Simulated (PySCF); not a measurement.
SMILES S[SiH2][SiH2][GeH3], singlet at its GFN2-xTB optimised geometry (Å):

```
12

S      2.6685    -2.3338    -0.0780
Si     1.9072    -0.3146     0.0000
Si    -0.4152    -0.3146     0.0000
Ge    -1.2045     1.8825     0.0000
H      2.0731    -2.7744     1.0193
H      2.5246     0.2873     1.1852
H      2.5440     0.2617    -1.1791
H     -0.9767    -1.0315    -1.1509
H     -0.9448    -1.0096     1.1837
H     -0.9928     2.6328    -1.2807
H     -0.5582     2.7744     1.0192
H     -2.6685     2.0613     0.2675
```

Calculation: PBE/def2-TZVP in PySCF 2.14.0. Cells within 0.4 Å of a nucleus heavier than hydrogen are left out (blank, or x).

Map of the electrostatic potential (hartree/e), clipped to [-0.08, 0.12] on the plane z = 0.0 Å:

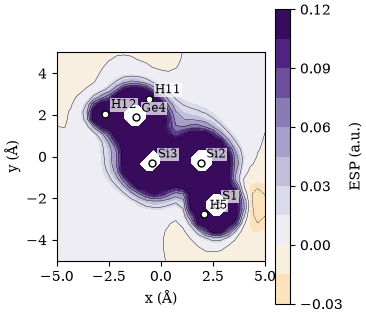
Figure: Electrostatic potential (hartree/e), clipped to [-0.08, 0.12] on the plane z = 0.0 Å.
